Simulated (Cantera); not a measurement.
Feed: 1 mol SiCl4, 3 mol Cl2, a varied amount of H2, held at 1350 K and 0.460 bar.

Cantera equilibrium calculation (NASA polynomials, part measured and part estimated; ideal gas, pure solids and liquids). Candidate condensed phases: Si; 19 gas species. The tables' values for SiCl3 are old estimates; treat these amounts as uncertain. Equilibrium is a limit: real reactors are often held back by kinetics, nucleation or transport.

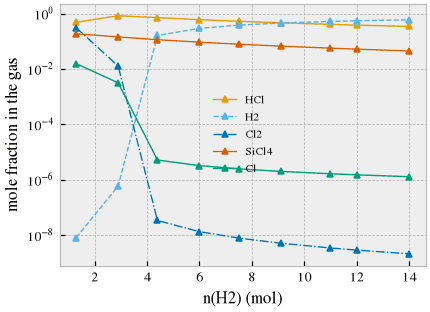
Fig. 1. Equilibrium gas composition (values under 1e-9 drawn at 1e-9)

From 1.3 mol H2 to 14 mol H2 nothing is condensed. The main Si-bearing gas is SiCl4 throughout.
